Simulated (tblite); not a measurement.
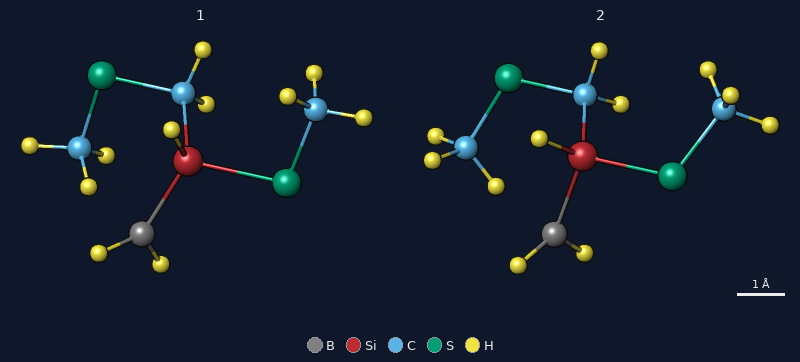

Two geometries of C$_{3}$H$_{11}$BS$_{2}$Si, drawn at one scale. One is the start of a relaxation, the other its converged end. A ball-and-stick model, seen at a tilt.

Level of theory: tblite, GFN2-xTB geometry optimisation, gas phase. 

> Which of the two is the end point?

Structure 1 is the relaxed one. After 121 geometry steps the energy has fallen by 17.2 kcal/mol. The largest move after the best rigid fit is that of an H atom, 1.33 Å. Largest moves by element: H 1.33 Å, S 0.73 Å, C 0.29 Å, B 0.28 Å, Si 0.16 Å. Near-neighbour distances that change, for instance: C–Si 1.839 → 1.934 Å, S–Si 2.138 → 2.172 Å, C–H 1.115 → 1.085 Å, B–H 1.183 → 1.172 Å. Among the angles between lasting bonds that change: C–S–C 113.0° → 98.9°, B–Si–H 109.2° → 121.9°, Si–S–C 113.2° → 101.0°. Groups turn about C–S by about 55°, S–Si by about 35°, C–S by about 35°. Cost: 1.9 s on 1 thread of Arm Neoverse N1, with other jobs on the host.
